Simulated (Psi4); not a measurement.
**DSD-PBEP86/cc-pVDZ (density fitting for correlation) run of SiCNCl2F (SMILES N#C[Si](F)(Cl)Cl)**

Aim: the energy change on altering one bond length of SiCNCl2F at DSD-PBEP86/cc-pVDZ (density fitting for correlation), from 2 runs. 

The results are computed with Psi4 1.11.

4 further runs of the same task are left out: 1 that didn't finish, 3 set aside as unsound or not needed. Runs told in other sessions of the task aren't counted.

## 1. The system as given

SiCNCl2F: 6 atoms, total charge 0, spin state singlet. As SMILES, `N#C[Si](F)(Cl)Cl`. The coordinates come from a PBE0-D4/def2-TZVP relaxation.

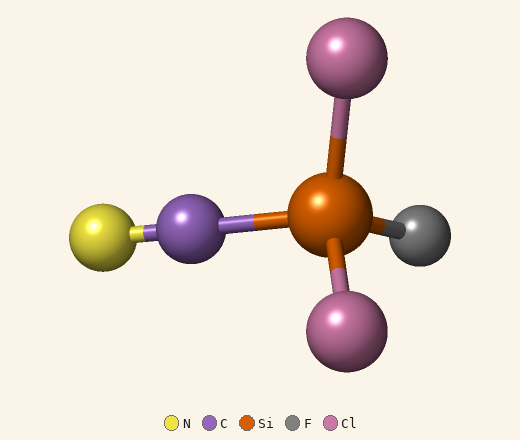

Viewed from a chosen angle; nitrogen yellow, carbon purple, silicon orange, fluorine grey, chlorine pink.

## 2. The energy at DSD-PBEP86/cc-pVDZ (density fitting for correlation)

Contents of job.in:

```
memory 2200 mb

molecule {
  0 1
  N      1.752600    -1.361000     1.114200
  C      0.923100    -0.763300     0.585900
  Si    -0.381900     0.210300    -0.249400
  F     -1.471500    -0.801900    -0.758800
  Cl     0.422900     1.177100    -1.812500
  Cl    -1.203100     1.474700     1.074300
  units angstrom
  symmetry c1
  no_reorient
  no_com
}

set {
  basis                cc-pVDZ
  puream               true
  e_convergence        1e-09
  d_convergence        1e-08
  scf_type             pk
  dft_radial_points    99
  dft_spherical_points 590
  num_frozen_docc      18
}

energy('dsd-pbep86')
```

The run is started by

```
psi4 job.in job.out -n 1
```

job.out:

```text
[...]
  Running in c1 symmetry.
[...]
  Nuclear repulsion =  414.637220120483050
[...]
  Multiplicity = 1
[...]
  Nalpha       = 35
  Nbeta        = 35
[...]
    Number of basis functions: 96
[...]
   @RKS iter   1: -1400.92938742946262   -5.72491e-01   4.58495e-03 ADIIS/DIIS
[...]
   @RKS iter  12: -1401.01976605283562   -7.95808e-12   6.18986e-09 DIIS
[...]
    Orbital Energies [Eh]
    ---------------------
    Doubly Occupied:
       1A   -103.723917     2A   -103.723900     3A    -68.035494
       4A    -25.787825     5A    -15.188613     6A    -10.922962
       7A    -10.227182     8A    -10.227159     9A     -7.791691
      10A     -7.791671    11A     -7.787530    12A     -7.787510
      13A     -7.787493    14A     -7.787473    15A     -6.009526
      16A     -4.201678    17A     -4.200680    18A     -4.199629
      19A     -1.518481    20A     -1.152808    21A     -1.082054
      22A     -1.052962    23A     -0.779092    24A     -0.690318
      25A     -0.650631    26A     -0.643756    27A     -0.586400
      28A     -0.547022    29A     -0.526125    30A     -0.493019
      31A     -0.483111    32A     -0.482275    33A     -0.462623
      34A     -0.461322    35A     -0.452667
[...]
  @RKS Final Energy: -1401.01976605283562
   => Energetics <=
    Nuclear Repulsion Energy =            414.6372201204830503
    One-Electron Energy =               -2760.6122781051790298
    Two-Electron Energy =                 973.4046704469135420
    DFT Exchange-Correlation Energy =     -28.4493785150531870
    Empirical Dispersion Energy =           0.0000000000000000
    VV10 Nonlocal Energy =                  0.0000000000000000
    Total Energy =                      -1401.0197660528356209
[...]
 Multipole Moments:
 ------------------------------------------------------------------------------------
     Multipole            Electronic (a.u.)      Nuclear  (a.u.)        Total (a.u.)
 ------------------------------------------------------------------------------------
 L = 1.  Multiply by 2.5417464519 to convert [e a0] to [Debye]
 Dipole X            :         26.1177760          -26.5444160           -0.4266400
 Dipole Y            :        -49.8346222           50.4573883            0.6227661
 Dipole Z            :         21.5326069          -21.8365413           -0.3039344
 Magnitude           :                                                    0.8137785
[...]
```

Wall time 42 s (1 thread of Intel Xeon Platinum 8259CL at 2.50GHz (Skylake/Cascade Lake), shared host); peak memory 1.2 GiB.

## 3. The distorted shape at the same level

Contents of ccl2fnsi.dat:

```
memory 2.2 GB

molecule {
  0 1
  N      1.108776    -2.134420     2.364648
  C      0.279276    -1.536720     1.836348
  Si    -1.025724    -0.563120     1.001048
  F     -2.115324    -1.575320     0.491648
  Cl     0.422900     1.177100    -1.812500
  Cl    -1.846924     0.701280     2.324748
  units angstrom
  symmetry c1
  no_reorient
  no_com
}

set {
  puream true
  e_convergence 1e-09
  d_convergence 1e-08
  scf_type pk
  dft_radial_points 99
  dft_spherical_points 590
  num_frozen_docc 18
}

energy('dsd-pbep86/cc-pVDZ')
print_variables()
```

The run is started by

```
psi4 ccl2fnsi.dat ccl2fnsi.out -n 1
```

ccl2fnsi.out:

```text
[...]
  Running in c1 symmetry.
[...]
  Nuclear repulsion =  354.778716981974128
[...]
  Multiplicity = 1
[...]
  Nalpha       = 35
  Nbeta        = 35
[...]
    Number of basis functions: 96
[...]
   @RKS iter   1: -1400.62631897970959   -8.68671e-01   5.67391e-03 ADIIS/DIIS
[...]
   @RKS iter  16: -1400.83676236432871   -9.32232e-12   4.94827e-09 DIIS
[...]
    Orbital Energies [Eh]
    ---------------------
    Doubly Occupied:
       1A   -103.776578     2A   -103.648245     3A    -68.105094
       4A    -25.839565     5A    -15.232230     6A    -10.967306
       7A    -10.278721     8A    -10.141171     9A     -7.843393
      10A     -7.838916    11A     -7.838632    12A     -7.706867
      13A     -7.701352    14A     -7.701348    15A     -6.074379
      16A     -4.266043    17A     -4.265315    18A     -4.263905
      19A     -1.565512    20A     -1.192187    21A     -1.113196
      22A     -0.913360    23A     -0.823615    24A     -0.730726
      25A     -0.691638    26A     -0.682783    27A     -0.612444
      28A     -0.559647    29A     -0.534222    30A     -0.524592
      31A     -0.506140    32A     -0.499284    33A     -0.368684
      34A     -0.368659    35A     -0.353663
[...]
  @RKS Final Energy: -1400.83676236432871
   => Energetics <=
    Nuclear Repulsion Energy =            354.7787169819741280
    One-Electron Energy =               -2640.0064239818739225
    Two-Electron Energy =                 912.7778545561375267
    DFT Exchange-Correlation Energy =     -28.3869099205663709
    Empirical Dispersion Energy =           0.0000000000000000
    VV10 Nonlocal Energy =                  0.0000000000000000
    Total Energy =                      -1400.8367623643287061
[...]
 Multipole Moments:
 ------------------------------------------------------------------------------------
     Multipole            Electronic (a.u.)      Nuclear  (a.u.)        Total (a.u.)
 ------------------------------------------------------------------------------------
 L = 1.  Multiply by 2.5417464519 to convert [e a0] to [Debye]
 Dipole X            :         89.7708525          -91.0269207           -1.2560683
 Dipole Y            :         26.5483314          -27.0048666           -0.4565352
 Dipole Z            :       -101.7223961          103.4026842            1.6802881
 Magnitude           :                                                    2.1469747
[...]
```

Run time: 36 s. Hardware: 1 thread of Intel Xeon Platinum 8259CL at 2.50GHz (Skylake/Cascade Lake), shared host; peak memory 1.1 GiB.

## 4. What came out

Level: DSD-PBEP86/cc-pVDZ (density fitting for correlation), 18 core orbitals frozen.

```
                                                           quantity           value
                                          first shape: total energy  -1401.44901 Eh
                     first shape: HOMO energy (SCF part's orbitals)       -12.32 eV
                     first shape: LUMO energy (SCF part's orbitals)         1.02 eV
                   first shape: HOMO–LUMO gap (SCF part's orbitals)        13.34 eV
                                      distorted shape: total energy  -1401.28437 Eh
                 distorted shape: HOMO energy (SCF part's orbitals)        -9.62 eV
                 distorted shape: LUMO energy (SCF part's orbitals)        -4.31 eV
               distorted shape: HOMO–LUMO gap (SCF part's orbitals)         5.32 eV
energy change with the Si3–Cl5 bond stretched from 2.006 to 3.611 Å        4.480 eV
```

With the Si3–Cl5 bond stretched from 2.006 to 3.611 Å the energy rises by 4.48 eV (432 kJ/mol). The first shape isn't relaxed at this level, so the change isn't measured from a minimum. A restricted reference can't describe the breaking bond well at this length.
